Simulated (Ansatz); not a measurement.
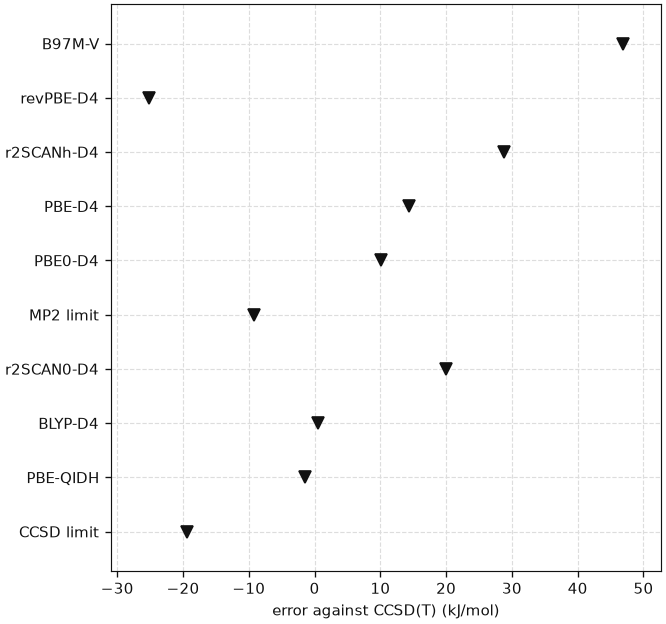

Error in the electronic atomisation energy (method less reference, so positive means overbinding) of B₂SiH₆, SMILES B[SiH2]B: functionals in def2-TZVPP against frozen-core CCSD(T) at the limit (MP2 extrapolated from triple and quadruple zeta, plus CCSD(T) less MP2 in a smaller set), which gives 2726.6 kJ/mol, at a PBE0-D4/def2-TZVP geometry (a minimum by its frequencies), no zero-point or spin-orbit term, the Ansatz code. The reference leaves out core correlation, a term that grows with the number of heavy atoms. PBE-QIDH holds a correlation term that converges slowly with the basis, so part of the distance to the limit is basis error. No dispersion term is added to PBE-QIDH. Limit means the basis limit.

Which of these levels overbind, and which underbind?

Overbind: B97M-V, r2SCANh-D4 and r2SCAN0-D4. Underbind: revPBE-D4 and CCSD limit. Within 15 kJ/mol of zero, too close to call in view of what the reference leaves out: PBE-D4, PBE0-D4, MP2 limit, BLYP-D4 and PBE-QIDH.

What range do the values span?

From −25.2 kJ/mol (revPBE-D4) to 46.9 kJ/mol (B97M-V).
